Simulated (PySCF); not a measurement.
# SnH3OF (SMILES [OH][SnH2][F]): levels of theory compared

Aim: a comparison of 6 runs (HF/3-21G, HF/def2-SVP, PBE0/def2-SVP, PBE/def2-SVPD, MP2/def2-SVPD, CCSD(T)/def2-SVP) of SnH3OF. The job is set up through a Python script.

The results are computed with PySCF 2.14.0.

## 1. Starting point

SnH3OF has 6 atoms, charge 0, and is taken as a singlet. As SMILES, `[OH][SnH2][F]`. Geometry: relaxed at PBE0-D4/def2-TZVP. This is one conformer, not always the lowest.

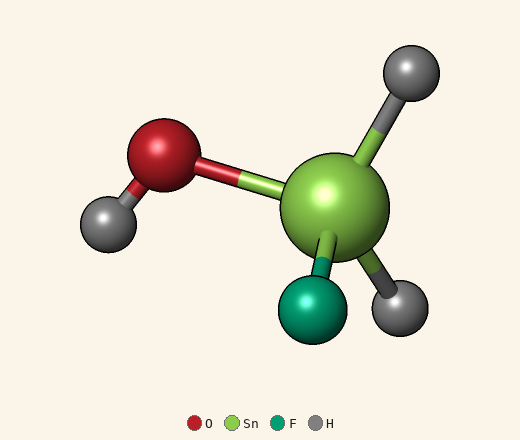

The structure, seen from a chosen angle (oxygen red, tin green, fluorine teal, hydrogen grey).

## 2. Energy and gradient at HF/3-21G (run 1)

calc.py reads:

```python
from pyscf import gto

mol = gto.M(
    atom='''
O   -1.414400  -0.333000  -0.425000
Sn   0.302300   0.255900   0.283700
F    1.409100  -1.315100   0.302100
H   -1.368600  -0.685700  -1.316700
H    1.096100   1.317100  -0.782100
H    0.017500   0.696700   1.891900
''',
    max_memory=1860,
    spin=0,
    verbose=4,
    basis='3-21g',
)

hf = mol.RHF()
hf.conv_tol = 1e-10
hf.kernel()
if not hf.converged:
    hf = hf.newton().run(hf.mo_coeff, hf.mo_occ)

energy = hf.e_tot
print('E = %.10f Eh' % energy)
grad = hf.nuc_grad_method().kernel()
dip = hf.dip_moment()
pop, q = hf.mulliken_pop()
```

Launch:

```bash
$ OMP_NUM_THREADS=1 python calc.py
```

The log of the run:

```text
PySCF version 2.14.0

[... 62 lines left out ...]
converged SCF energy = -6171.40331878597
[... 13 lines left out ...]
Dipole moment(X, Y, Z, Debye):  0.28129,  2.37447, -1.01557
[... 62 lines left out ...]
charge of    5H =     -0.25319
```

Run time: 6.6 s. Hardware: 1 thread of Intel Xeon at 2.50GHz (Skylake/Cascade Lake), shared host; peak memory 0.12 GiB.

## 3. Energy and gradient at HF/def2-SVP (core potential) (run 2)

calc.py reads:

```python
import pyscf.grad
from pyscf import gto

mol = gto.Mole()
mol.atom = [
    ('O', (-1.414400, -0.333000, -0.425000)),
    ('Sn', (0.302300, 0.255900, 0.283700)),
    ('F', (1.409100, -1.315100, 0.302100)),
    ('H', (-1.368600, -0.685700, -1.316700)),
    ('H', (1.096100, 1.317100, -0.782100)),
    ('H', (0.017500, 0.696700, 1.891900)),
]
mol.verbose = 4
mol.ecp = {'Sn': 'def2-svp'}
mol.max_memory = 1860
mol.spin = 0
mol.basis = 'def2-svp'
mol.build()

calc0 = mol.RHF()
calc0.conv_tol = 1e-10
calc0.kernel()
if not calc0.converged:
    calc0 = calc0.newton().run(calc0.mo_coeff, calc0.mo_occ)

energy = calc0.e_tot
print('Final energy', energy)
grad = calc0.Gradients().kernel()
calc0.analyze()
```

Launch:

```bash
$ OMP_NUM_THREADS=1 python calc.py
```

The log of the run:

```text
PySCF version 2.14.0

[... 81 lines left out ...]
Two-electron Coulomb Energy =          413.137301344308241
[... 15 lines left out ...]
MO #13  energy= -1.26389539764403  occ= 2
[... 13 lines left out ...]
MO #27  energy= 0.289880782212144  occ= 0
[... 13 lines left out ...]
MO #41  energy= 1.34998301501843   occ= 0
[... 13 lines left out ...]
MO #55  energy= 2.57063457630541   occ= 0
[... 13 lines left out ...]
MO #69  energy= 52.4512928217069   occ= 0
[... 78 lines left out ...]
Dipole moment(X, Y, Z, Debye):  0.09816,  2.63830, -0.75668
```

It took 12 s on 1 thread of Intel Xeon at 2.50GHz (Skylake/Cascade Lake), shared host; peak memory 0.14 GiB.

Runs 3 to 5 aren't shown in full; the table further down has their settings and results.

## 4. The energy at CCSD(T)/def2-SVP (core potential) (run 6)

calc.py reads:

```python
from pyscf import gto, cc

molecule = gto.M(
    atom='''
O   -1.414400  -0.333000  -0.425000
Sn   0.302300   0.255900   0.283700
F    1.409100  -1.315100   0.302100
H   -1.368600  -0.685700  -1.316700
H    1.096100   1.317100  -0.782100
H    0.017500   0.696700   1.891900
''',
    verbose=4,
    ecp={'Sn': 'def2-svp'},
    basis='def2-svp',
    spin=0,
    max_memory=1860,
)

myscf = molecule.RHF()
myscf.conv_tol = 1e-10
myscf.kernel()
if not myscf.converged:
    myscf = myscf.newton().run(myscf.mo_coeff, myscf.mo_occ)

mycc = cc.CCSD(myscf, frozen=6)
mycc.kernel()
e_t = mycc.ccsd_t()
e_final = mycc.e_tot + e_t
print(f'total energy: {e_final:.8f} hartree')
dip = myscf.dip_moment()
pop, q = myscf.mulliken_pop()
```

Launch:

```bash
$ OMP_NUM_THREADS=1 python calc.py
```

The log of the run:

```text
PySCF version 2.14.0

[... 62 lines left out ...]
converged SCF energy = -389.268493153056
[... 12 lines left out ...]
Init t2, MP2 energy = -389.763086637989  E_corr(MP2) -0.494593484932967
[... 12 lines left out ...]
CCSD converged
[... 2 lines left out ...]
total energy: -389.79292353 hartree
Dipole moment(X, Y, Z, Debye):  0.09816,  2.63830, -0.75668
[... 76 lines left out ...]
charge of    5H =     -0.13966
```

Run time: 27 s. Hardware: 1 thread of Intel Xeon at 2.50GHz (Skylake/Cascade Lake), shared host; peak memory 0.29 GiB.

## 5. All runs side by side

| run | level | core potential | integration grid | energy (Eh) | dipole moment (D) of the reference | HOMO energy (eV) | LUMO energy (eV) | wall time |
| --- | --- | --- | --- | --- | --- | --- | --- | --- |
| 1 | HF/3-21G | – | – | -6171.403319 | 2.60 | -12.39 | 3.44 | 6.6 s |
| 2 | HF/def2-SVP (core potential) | def2-svp | – | -389.268493 | 2.75 | -12.72 | 2.93 | 12 s |
| 3 | PBE0/def2-SVP (core potential) | def2-svp | 5 | -390.867943 | 2.34 | -8.71 | -0.25 | 40 s |
| 4 | PBE/def2-SVPD (core potential) | def2-svp | 5 | -390.887426 | 2.36 | -7.43 | -1.68 | 63 s |
| 5 | MP2/def2-SVPD (core potential) | def2-svp | – | -389.821370 | 2.75 | -12.84 | 1.82 | 59 s |
| 6 | CCSD(T)/def2-SVP (core potential) | def2-svp | – | -389.792924 | 2.75 | -12.72 | 2.93 | 27 s |

## 6. Outcome

| quantity | value |
| --- | --- |
| run 6: total energy | -389.79292 Eh |
| run 6: dipole moment (Hartree–Fock density) | 2.75 D |
| run 6: HOMO energy (Hartree–Fock orbitals) | -12.72 eV |
| run 6: LUMO energy (Hartree–Fock orbitals) | 2.93 eV |
| run 6: HOMO–LUMO gap (Hartree–Fock orbitals) | 15.65 eV |
| run 6: correlation energy (6 core orbitals frozen) | -524.4 mEh |
| run 6: (T) correction | -9.88 mEh |
| run 6: T1 diagnostic | 0.012 |

Over runs 1, 2, 3, 4 the dipole moment (its size) runs from 2.34 D (PBE0/def2-SVP) to 2.75 D (HF/def2-SVP). Over runs 1, 2, 3, 4 the HOMO–LUMO gap runs from 5.75 eV (PBE/def2-SVPD) to 15.84 eV (HF/3-21G). The two ends differ in method and basis and core potential. Totals of different functionals can't be ranked against each other. Some runs of one species differ in core potentials or relativity; totals across that change don't compare. In run 1 relativity is left out where basis or elements ask for it. All runs together took 3.5 min, the longest 63 s.
